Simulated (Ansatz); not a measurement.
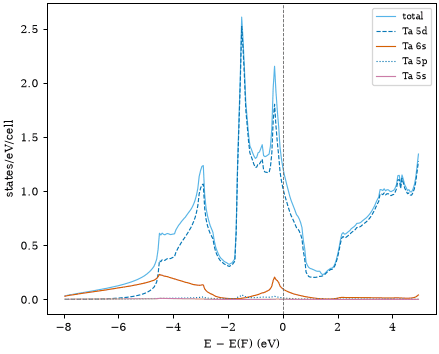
Fig. 1. Total and projected density of states of Ta (bcc (W type), space group No. 229), r²SCAN+D4 (plane waves, PAW; program Ansatz)

Question: Which orbitals carry the states next to the Fermi level?

Answer: Within 0.5 eV of the Fermi level: Ta 5d 85 %, Ta 6s 8 %, outside the projected shells 6 %. Projections are on Löwdin-orthogonalised atomic valence shells; empty p or d shells of many metals are not among them.

Question: Where is the tallest occupied peak in this window, and what makes it?

Answer: Near -1.5 eV, about 2.6 states/eV per cell; the largest projected share is Ta 5d.

Space group Im-3m (bcc (W type)). The cell was relaxed with r²SCAN+D4 under the symmetry of its start. No spin polarisation was allowed. The pairwise dispersion correction was not fitted to metals. Spin–orbit coupling is left out wherever it is not named.

Potentials: the later of the program's two PAW sets.
